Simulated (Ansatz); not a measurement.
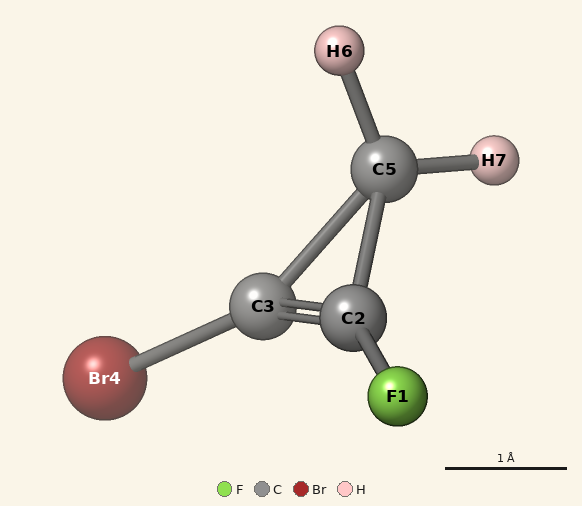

Orthographic view. Depth is shown by fading: the farther an atom, the more it takes the colour of the background. The computed structure is the end point of a PBE-D4/def2-SVP optimisation. No frequency run is at hand to confirm it as a minimum.

Write a MOL file (V2000) with the atoms in numerical order, bonds sorted by atom number with the orders drawn, and coordinates in the frame of the picture: x right, y up, z towards the viewer, origin at the mean position.

```
C3H2BrF
                    3D

  7  7  0  0  0  0  0  0  0  0999 V2000
    0.5300   -1.1800    1.7800 F   0  0  0  0  0  0  0  0  0  0  0  0
    0.1600   -0.5300    0.7000 C   0  0  0  0  0  0  0  0  0  0  0  0
   -0.5900   -0.4300   -0.3700 C   0  0  0  0  0  0  0  0  0  0  0  0
   -1.9000   -1.0300   -1.5200 Br  0  0  0  0  0  0  0  0  0  0  0  0
    0.4200    0.7000   -0.1100 C   0  0  0  0  0  0  0  0  0  0  0  0
    0.0500    1.6900    0.2500 H   0  0  0  0  0  0  0  0  0  0  0  0
    1.3300    0.7800   -0.7400 H   0  0  0  0  0  0  0  0  0  0  0  0
  1  2  1  0
  2  3  2  0
  2  5  1  0
  3  4  1  0
  3  5  1  0
  5  6  1  0
  5  7  1  0
M  END
```
